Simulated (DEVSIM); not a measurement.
Structure: W/Al2O3/p-Si capacitor, at 400 K.

```
layer (left to right)  material  thickness (nm)  Na (cm⁻³)
---------------------  --------  --------------  ---------
1                         Al2O3            3.20          -
2                            Si            2300     6.3e16
```

Metal gate on the left, work function 4.6 eV. Fixed charge at the semiconductor interface 0 cm⁻² (in units of +e); interface traps 1e12 cm⁻² eV⁻¹, uniform in energy, neutral level at 0.5 of the gap above the valence band.

Constants are typed, rounded textbook-type inputs, not results; the design itself was drawn at random and stands for no fabricated device. Values at 300 K; Nc and Nv go as T^1.5, mobilities as T to minus their exponent, the gap by Varshni's rule with the affinity fixed.

| parameter | Al2O3 | Si |
|---|---|---|
| gap (eV) | 6.8 | 1.124 |
| affinity (eV) | 1.35 | 4.05 |
| permittivity | 9 | 11.7 |
| Nc (cm⁻³) | - | 2.86e19 |
| Nv (cm⁻³) | - | 3.1e19 |
| Varshni α (eV/K) | - | 0.000473 |
| Varshni β (K) | - | 636 |

Model (solved in DEVSIM): 1D Poisson equation in equilibrium, Boltzmann statistics, complete ionisation; no quantum confinement or tunnelling. Metal contacts follow the ideal Schottky-Mott rule: no Fermi-level pinning, no interface dipoles.

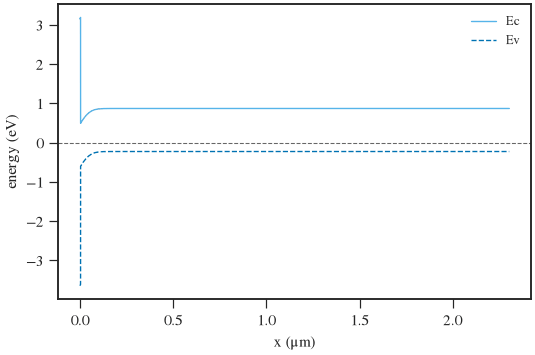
Figure. Band edges at 0.1 V on the gate

Energies count from the Fermi level of the right contact; mesh points crowd at the junctions.

| x (μm) | Ec (eV) | Ev (eV) | n (cm⁻³) | p (cm⁻³) | field (V/cm) |
|---|---|---|---|---|---|
| 0.000 | 3.150 | -3.650 | < 1e2 | < 1e2 | 120000 |
| 0.0009165 | 3.161 | -3.639 | < 1e2 | < 1e2 | 120000 |
| 0.001964 | 3.173 | -3.627 | < 1e2 | < 1e2 | 120000 |
| 0.002891 | 3.184 | -3.616 | < 1e2 | < 1e2 | 120000 |
| 0.004325 | 0.497 | -0.599 | 2.4e13 | 1.3e12 | 81000 |
| 0.006694 | 0.516 | -0.580 | 1.4e13 | 2.3e12 | 79000 |
| 0.01152 | 0.553 | -0.544 | 4.8e12 | 6.8e12 | 74000 |
| 0.02569 | 0.648 | -0.449 | 3.0e11 | 1.1e14 | 60000 |
| 0.05021 | 0.766 | -0.330 | 9.7e9 | 3.3e15 | 37000 |
| 0.1001 | 0.857 | -0.240 | 7.0e8 | 4.6e16 | 5600 |
| 0.2018 | 0.868 | -0.229 | 5.1e8 | 6.3e16 | 28 |
| 0.5005 | 0.868 | -0.229 | 5.1e8 | 6.3e16 | ≈ 0 |
| 1.017 | 0.868 | -0.229 | 5.1e8 | 6.3e16 | ≈ 0 |
| 1.657 | 0.868 | -0.229 | 5.1e8 | 6.3e16 | ≈ 0 |
| 2.054 | 0.868 | -0.229 | 5.1e8 | 6.3e16 | ≈ 0 |
| 2.177 | 0.868 | -0.229 | 5.1e8 | 6.3e16 | ≈ 0 |
| 2.242 | 0.868 | -0.229 | 5.1e8 | 6.3e16 | ≈ 0 |
| 2.274 | 0.868 | -0.229 | 5.1e8 | 6.3e16 | ≈ 0 |
| 2.292 | 0.868 | -0.229 | 5.1e8 | 6.3e16 | ≈ 0 |
| 2.299 | 0.868 | -0.229 | 5.1e8 | 6.3e16 | ≈ 0 |
| 2.301 | 0.868 | -0.229 | 5.1e8 | 6.3e16 | ≈ 0 |
| 2.303 | 0.868 | -0.229 | 5.1e8 | 6.3e16 | ≈ 0 |
